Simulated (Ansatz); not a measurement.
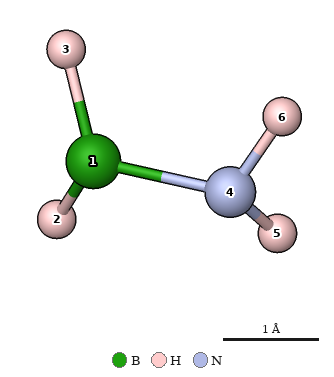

Starting structure of BNH4. Style: ball-and-stick. Shown at a tilt.

It is one of the separated products of a reaction.

Level of theory: RKS PBE0-D4/def2-TZVP in Ansatz 0.2.0.

Input file:
```yaml
crystal:
  periodic: [false, false, false]
  atoms:
    - {symbol: B, position_ang: [-1.040671, -0.428124, 0.406889]}
    - {symbol: H, position_ang: [-2.000557, -0.191532, -0.283608]}
    - {symbol: H, position_ang: [-1.227547, -1.218092, 1.306798]}
    - {symbol: N, position_ang: [-0.279867, 0.828124, 0.793736]}
    - {symbol: H, position_ang: [-0.830856, 1.665703, 0.669581]}
    - {symbol: H, position_ang: [0.070340, 0.832021, 1.742059]}
basis:
  gaussian: {orbitals: def2-TZVP}
hamiltonian: {xc: pbe0, dispersion: d4}
relax: {f_tol: 0.005, max_steps: 200}
```

> Where does the relaxation end?

N4 moves most after the best rigid fit: 0.30 Å. Largest moves by element: N 0.30 Å, B 0.29 Å, H 0.27 Å. Among the contacts that change: B1–N4 1.519 → 1.385 Å, B1–H2 1.206 → 1.197 Å, N4–H5 1.010 → 1.006 Å. Bond angles that change, for instance: B1–N4–H5 112.4° → 123.2°, B1–N4–H6 114.6° → 123.2°, H2–B1–H3 115.5° → 122.0°. The energy falls by 1.086 eV in 6 geometry steps. Largest force component: 3.9 eV/Å at the start, 0.0021 eV/Å at the end.

History of the run:

| step | E − E(0), eV | largest force component, eV/Å |
| --- | --- | --- |
| 0 | 0.0000 | 3.8990 |
| 1 | -0.7159 | 1.8870 |
| 2 | -1.0106 | 1.1310 |
| 3 | -1.0684 | 0.3398 |
| 4 | -1.0860 | 0.0701 |
| 5 | -1.0861 | 0.0250 |
| 6 | -1.0863 | 0.0021 |

Final geometry:

```xyz
6

B    -1.2313   -0.3093    0.5838
H    -1.9870   -0.2369   -0.3417
H    -1.0643   -1.3289    1.1884
N    -0.5286    0.8211    0.9667
H    -0.6199    1.7098    0.5045
H     0.1219    0.8323    1.7338
```

The end point in the same view:

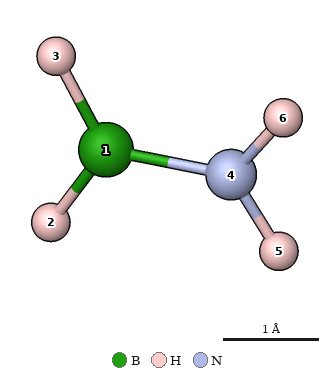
